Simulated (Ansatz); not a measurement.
# CF3 (SMILES F[C](F)F) at UHF/STO-3G

Aim: the electronic atomisation energy of CF3 at UHF/STO-3G, from 3 runs. 

Program for the calculation: Ansatz 0.2.0.

32 further runs of the same task are left out: 32 set aside as unsound or not needed.

## (1) The structure to begin with

CF3: 4 atoms, total charge 0, spin state doublet. SMILES: `F[C](F)F`. The coordinates come from a PBE0-D4/def2-TZVP relaxation.

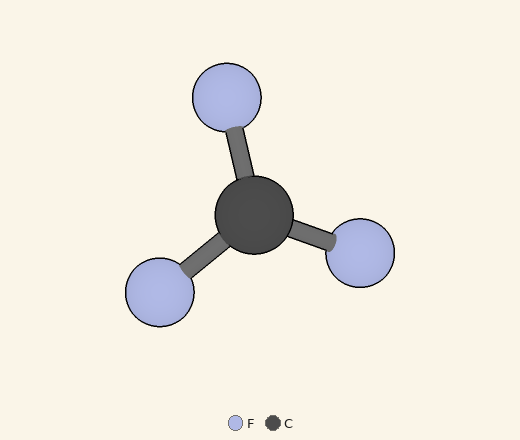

Viewed from a chosen angle; fluorine light blue, carbon dark grey.

## (2) The energy at UHF/STO-3G

Input file run.yaml:

```yaml
crystal:
  periodic: [false, false, false]
  atoms:
    - {symbol: F, position_ang: [-1.227500, 0.024900, 0.265400]}
    - {symbol: C, position_ang: [-0.039500, -0.059500, -0.286700]}
    - {symbol: F, position_ang: [0.658900, -1.044900, 0.227300]}
    - {symbol: F, position_ang: [0.608100, 1.079500, -0.205900]}
basis:
  gaussian: {orbitals: STO-3G}
magnetization: {spin_polarized: true, initial_magnetization: 1}
hamiltonian: {xc: hf}
accuracy: high
output: {orbitals: {seedname: orbitals}}
```

Command:

```
$ ansatz run run.yaml --threads 1 --pin off --max-ram 3480MiB --events-out events.jsonl --progress --plain --runs-dir runs
```

The program printed:

```text
Warning: RAYON_NUM_THREADS=1 ignored (pool sized by the plan → 1); use --threads N
Functional definition: HF
  name "HF"
  exchange = exact_x
  correlation = 0
366 factors; integrals over basis functions are off by at most 4.2e-8 eV
mean field evaluation 1: about -9016.3337 eV, gradient 2.1e1 eV
mean field evaluation 2: about -9016.5128 eV, gradient 2.2e1 eV
mean field evaluation 4: about -9019.8212 eV, gradient 1.8e0 eV
mean field evaluation 8: about -9019.8838 eV, gradient 6.4e-5 eV
mean field -9019.87874549 eV, -331.4744300035 hartree, gradient 2.6e-8 eV, S^2 0.754411; 0 other end points of the search recorded, 0 dependent functions left out
reference -9019.87874549 eV, -331.4744300035 hartree; 17, 16 occupied and 3, 4 virtual orbitals, 366 factors
Total energy: -9019.87874549 eV, -331.4744300035 hartree
```

It took 0.12 s on 1 thread of Arm Neoverse V1, shared host.

## (3) The C atom at the same level

Input file in.yaml:

```yaml
crystal:
  periodic: [false, false, false]
  atoms:
    - symbol: C
      position_ang: [0.000000, 0.000000, 0.000000]
basis:
  gaussian: {orbitals: STO-3G}
hamiltonian: {xc: hf}
magnetization: {spin_polarized: true, initial_magnetization: 2}
accuracy: high
```

Run the same way, it converges to -37.19839 Eh (log not shown).

## (4) The F atom, same level

Input file run.yaml:

```yaml
crystal:
  periodic: [false, false, false]
  atoms:
    - symbol: F
      position_ang: [0.000000, 0.000000, 0.000000]
basis:
  gaussian: {orbitals: STO-3G}
magnetization: {spin_polarized: true, initial_magnetization: 1}
hamiltonian: {xc: hf}
accuracy: high
```

Command:

```
$ ansatz run run.yaml --threads 1 --pin off --max-ram 3480MiB --events-out events.jsonl --progress --plain --runs-dir runs
```

The program printed:

```text
Warning: RAYON_NUM_THREADS=1 ignored (pool sized by the plan → 1); use --threads N
Functional definition: HF
  name "HF"
  exchange = exact_x
  correlation = 0
15 factors; integrals over basis functions are off by at most 1.2e-9 eV
mean field evaluation 1: about -2666.3486 eV, gradient 1.5e-14 eV
mean field evaluation 2: about -2666.3486 eV, gradient 0.0e0 eV
mean field -2666.34863534 eV, -97.9865050328 hartree, gradient 0.0e0 eV, S^2 0.750000; 2 other end points of the search recorded, 0 dependent functions left out
reference -2666.34863534 eV, -97.9865050328 hartree; 5, 4 occupied and 0, 1 virtual orbitals, 15 factors
Total energy: -2666.34863534 eV, -97.9865050328 hartree
```

Run time: 0.04 s. Hardware: 1 thread of Arm Neoverse V1, shared host.

## (5) What came out

At UHF/STO-3G:

| quantity | value |
| --- | --- |
| molecule: total energy | -331.47443 Eh |
| molecule: HOMO energy (highest over α and β) | -8.63 eV |
| molecule: LUMO energy (lowest over α and β) | 7.01 eV |
| molecule: ⟨S²⟩ | 0.754 |
| C atom: total energy | -37.19839 Eh |
| C atom: ⟨S²⟩ | 2.000 |
| F atom: total energy | -97.98651 Eh |
| F atom: ⟨S²⟩ | 0.750 |
| electronic atomisation energy | 8.613 eV |

In words: Taking the molecule apart into free atoms costs 8.61 eV (199 kcal/mol), before zero-point energy and without spin-orbit coupling. Hartree–Fock lacks the correlation of the bonding pairs, which as a rule makes this value much too low; in minimal bases other errors can mask that. In a minimal basis such a difference can be off by several eV, whatever the method.
